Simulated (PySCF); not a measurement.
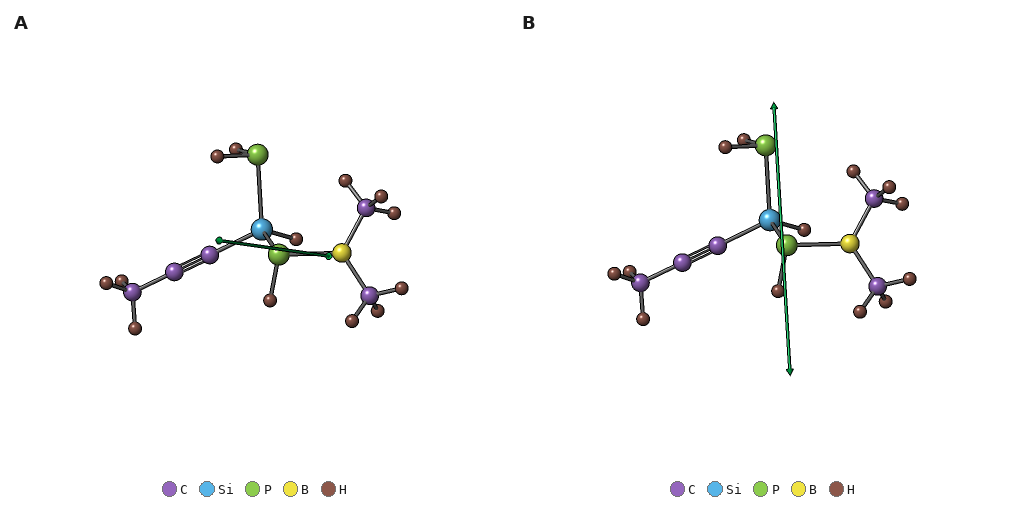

The double arrows show the directions of two transition dipoles from the ground state (lengths mean nothing). Computed geometry: PBE0-D3(BJ)/def2-SVP optimisation. No frequency run is at hand to confirm it as a minimum. Level of theory: TDDFT CAM-B3LYP/def2-SVPD, vertical, gas phase, core orbitals frozen in the response (PySCF 2.14.0).

Question. One belongs to singlet state 4 and one to singlet state 7. Which is which?

Answer. A: state 7, 6.30 eV (197 nm), oscillator strength 0.030, of mixed character, with the largest part HOMO → LUMO+3 (weight 0.24).
B: state 4, 5.88 eV (211 nm), oscillator strength 0.043, of mixed character, with the largest part HOMO−1 → LUMO+2 (weight 0.25).
